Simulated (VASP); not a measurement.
Band structure of HgO (relaxed from the CsCl structure, space group Pm-3m). These are LDA (Ceperley-Alder, Perdew-Zunger), VASP's LDA PAW potentials (set 64) (plane waves; VASP 6.6.1) values and carry that method's errors.

Unless said otherwise, spin-orbit coupling is left out, though it shifts the bands of the heavy elements here.

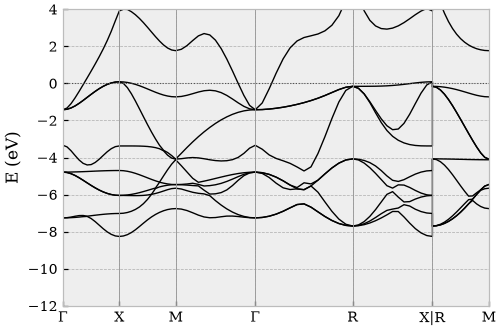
*Bands along high-symmetry lines, zero at the valence-band maximum or, without a gap, the Fermi level*

Problem. Read the plot: is there a gap, and where are the band edges?

Solution. It has no gap at this level: it comes out as a metal or semimetal. (Edges off the drawn lines would not show.)

The structure was generated: HgO was put into the CsCl type (Pm-3m), which need not be its known phase. It was relaxed first, which changed the volume by +24 %.
